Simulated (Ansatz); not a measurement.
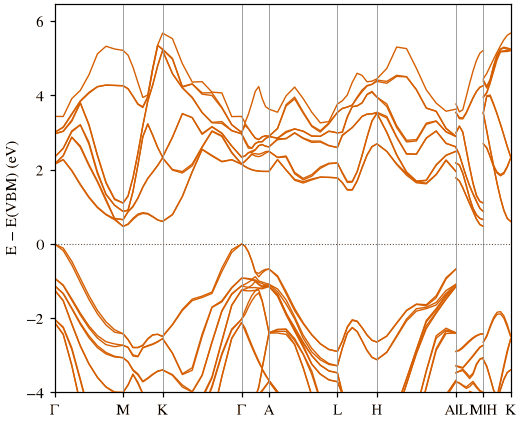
Fig. 1. Band structure from PBE with spin–orbit coupling (plane waves, PAW; program Ansatz)

The gap is 0.47 eV; an edge lies off the plotted path or next to a special point (maximum on the Γ–M line, 2 % of the way from Γ, minimum at M).

The material is BAs in space group P6_422 (No. 181; B on 3c, As on 3d).

The start of the workflow was typed in or built on a structure type; neither database checked (COD, Materials Project) lists it. It is not the phase usual at ambient conditions (space group No. 216). The cell was relaxed with PBE under the symmetry of its start; its stability against distortions is not shown here. Its formation energy is positive at this level, so the cell may be metastable or incomplete.

Potentials: the earlier of the program's two PAW sets.
